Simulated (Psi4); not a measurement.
# InNH4 (SMILES [NH2][InH2]) at CCSD/def2-SVP (core potential)

Aim: the vertical singlet–triplet gap of InNH4 at CCSD/def2-SVP (core potential), from 2 runs. 

The results are computed with Psi4 1.11.

## (1) The system as given

InNH4: 6 atoms, total charge 0, spin state singlet. SMILES: `[NH2][InH2]`. The shape is that of a PBE0-D4/def2-TZVP optimisation. This is one conformer, not always the lowest.

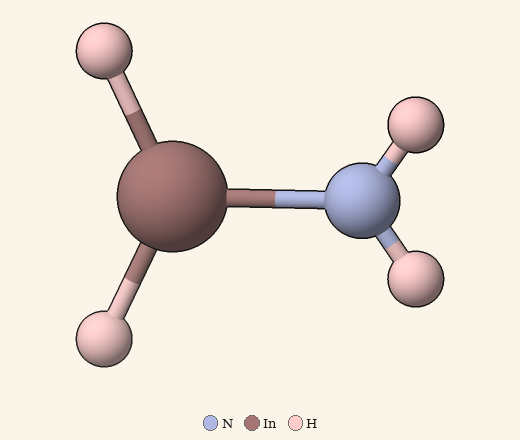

Viewed from a chosen angle; nitrogen light blue, indium brown, hydrogen pink.

## (2) A single-point energy at CCSD/def2-SVP (core potential)

Contents of run.py:

```python
import numpy as np
from ase.calculators.psi4 import Psi4
from ase import Atoms

mol = Atoms(['N', 'In', 'H', 'H', 'H', 'H'], positions=[
    [-0.092200, -1.060500, 0.036600],
    [0.095300, 0.935900, -0.048300],
    [-0.598000, -1.552900, 0.753400],
    [0.311900, -1.697300, -0.629300],
    [1.012500, 1.520500, -1.370700],
    [-0.687400, 1.790300, 1.212100],
])
calc = Psi4(atoms=mol, method='ccsd', basis='def2-SVP', memory='1600MB', num_threads=1, charge=0, multiplicity=1, label='h4inn', reference='rhf')
calc.psi4.set_options({'puream': True, 'e_convergence': 1e-09, 'd_convergence': 1e-08, 'scf_type': 'pk', 'num_frozen_docc': 5})
mol.calc = calc

print(f'energy: {mol.get_potential_energy():.6f} eV')
```

Run with:

```
python run.py
```

h4inn.dat:

```text
[...]
    !!!  WARNING: ECP capability is in beta. Please check occupations closely.  !!!
[...]
  Running in c1 symmetry.
[...]
  Nuclear repulsion =   70.741603805927312
[...]
  Multiplicity = 1
[...]
  Nalpha       = 16
  Nbeta        = 16
[...]
    Number of basis functions: 60
[...]
   @RHF iter   1:  -245.79017471111646   -1.47409e+00   8.44168e-03 ADIIS/DIIS
[...]
   @RHF iter  11:  -245.91295112188706   -1.42109e-12   2.15386e-09 DIIS
[...]
    Orbital Energies [Eh]
    ---------------------
    Doubly Occupied:
       1A    -15.514005     2A     -5.374929     3A     -3.635956
       4A     -3.627850     5A     -3.627775     6A     -1.085690
       7A     -1.022778     8A     -1.018348     9A     -1.016368
      10A     -1.014616    11A     -0.995188    12A     -0.616201
      13A     -0.570697    14A     -0.444374    15A     -0.408711
      16A     -0.370819
[...]
  @RHF Final Energy:  -245.91295112188706
   => Energetics <=
    Nuclear Repulsion Energy =             70.7416038059273120
    One-Electron Energy =                -552.6204988915887952
    Two-Electron Energy =                 235.9659439637744356
    Total Energy =                       -245.9129511218870618
[...]
 Multipole Moments:
 ------------------------------------------------------------------------------------
     Multipole            Electronic (a.u.)      Nuclear  (a.u.)        Total (a.u.)
 ------------------------------------------------------------------------------------
 L = 1.  Multiply by 2.5417464519 to convert [e a0] to [Debye]
 Dipole X            :          1.7685366           -1.7757233           -0.0071867
 Dipole Y            :         18.8579711          -18.9634003           -0.1054293
 Dipole Z            :         -0.8027717            0.8094175            0.0066458
 Magnitude           :                                                    0.1058827
[...]
      * MP2 total energy                      = -246.186944925909984
[...]
      * CCSD total energy                     = -246.213995769852346
```

The script printed:

```text
energy: -6699.824083 eV
```

Wall time 16 s (1 thread of Intel Xeon Platinum 8259CL at 2.50GHz (Skylake/Cascade Lake), shared host); peak memory 0.29 GiB.

## (3) The triplet at the same level

Contents of h4inn.dat:

```
memory 1.6 GB

molecule {
  0 3
  N     -0.17423275    -2.00405456     0.06916398
  In     0.18009090     1.76859468    -0.09127377
  H     -1.13005622    -2.93455570     1.42371966
  H      0.58940558    -3.20743215    -1.18920465
  H      1.91334770     2.87332857    -2.59024760
  H     -1.29899774     3.38317668     2.29053704
  units au
  symmetry c1
  no_reorient
  no_com
}

set reference uhf
set puream true
set e_convergence 1e-09
set d_convergence 1e-08
set scf_type pk
set num_frozen_docc 5
set maxiter 100

e_tot, wfn = energy('ccsd/def2-SVP', return_wfn=True)
```

Run with:

```
psi4 h4inn.dat h4inn.out -n 1
```

h4inn.out:

```text
[...]
    !!!  WARNING: ECP capability is in beta. Please check occupations closely.  !!!
[...]
  Running in c1 symmetry.
[...]
  Nuclear repulsion =   70.741603796292011
[...]
  Multiplicity = 3
[...]
  Nalpha       = 17
  Nbeta        = 15
[...]
    Number of basis functions: 60
[...]
   @UHF iter   1:  -245.55134016263824   -1.28968e+00   8.91775e-03 ADIIS/DIIS
[...]
   @UHF iter  27:  -245.69912424207010   -1.72520e-11   8.00142e-09 DIIS
[...]
   @S^2 Observed:                2.080387670E+00
[...]
    Orbital Energies [Eh]
    ---------------------
    Alpha Occupied:
       1A    -15.496880     2A     -5.396615     3A     -3.660257
       4A     -3.648928     5A     -3.647921     6A     -1.085451
       7A     -1.052065     8A     -1.049772     9A     -1.038289
      10A     -1.029401    11A     -1.003601    12A     -0.657654
      13A     -0.611837    14A     -0.562311    15A     -0.473179
      16A     -0.385499    17A     -0.167298
    Alpha Virtual:
      18A      0.066852    19A      0.107557    20A      0.142354
      21A      0.229363    22A      0.269919    23A      0.281746
      24A      0.284913    25A      0.302644    26A      0.401502
[...]
  @UHF Final Energy:  -245.69912424207010
   => Energetics <=
    Nuclear Repulsion Energy =             70.7416037962920115
    One-Electron Energy =                -551.9645341413553297
    Two-Electron Energy =                 235.5238061029932339
    Total Energy =                       -245.6991242420700985
  UHF NO Occupations:
  HONO-2 :   15  A 1.9616533
  HONO-1 :   16  A 1.0000000
[...]
 Multipole Moments:
 ------------------------------------------------------------------------------------
     Multipole            Electronic (a.u.)      Nuclear  (a.u.)        Total (a.u.)
 ------------------------------------------------------------------------------------
 L = 1.  Multiply by 2.5417464519 to convert [e a0] to [Debye]
 Dipole X            :         -2.6127484            2.6359790            0.0232306
 Dipole Y            :        -22.7827539           23.2266238            0.4438699
 Dipole Z            :          1.4730437           -1.4977969           -0.0247532
 Magnitude           :                                                    0.4451661
[...]
      * MP2 total energy                      = -245.965638437181354
[...]
      * CCSD total energy                     = -245.996516050612087
[...]
```

Run time: 46 s. Hardware: 1 thread of Intel Xeon Platinum 8259CL at 2.50GHz (Skylake/Cascade Lake), shared host; peak memory 0.29 GiB.

## (4) Summary of results

Level: CCSD/def2-SVP (core potential), 5 core orbitals frozen.

| quantity | value |
| --- | --- |
| singlet: total energy | -246.21400 Eh |
| singlet: HOMO energy (Hartree–Fock orbitals) | -10.09 eV |
| singlet: LUMO energy (Hartree–Fock orbitals) | 1.51 eV |
| singlet: HOMO–LUMO gap (Hartree–Fock orbitals) | 11.60 eV |
| singlet: correlation energy (5 core orbitals frozen) | -301.0 mEh |
| singlet: T1 diagnostic | 0.015 |
| triplet: total energy | -245.99652 Eh |
| triplet: HOMO energy (Hartree–Fock orbitals) (highest over α and β) | -4.55 eV |
| triplet: LUMO energy (Hartree–Fock orbitals) (lowest over α and β) | -3.41 eV |
| triplet: correlation energy (5 core orbitals frozen) | -297.4 mEh |
| triplet: ⟨S²⟩ of the reference determinant | 2.080 |
| triplet: T1 diagnostic | 0.028 |
| vertical energy of the triplet above the singlet | 5.918 eV |

At this shape the triplet lies 5.92 eV (571 kJ/mol) above the singlet.
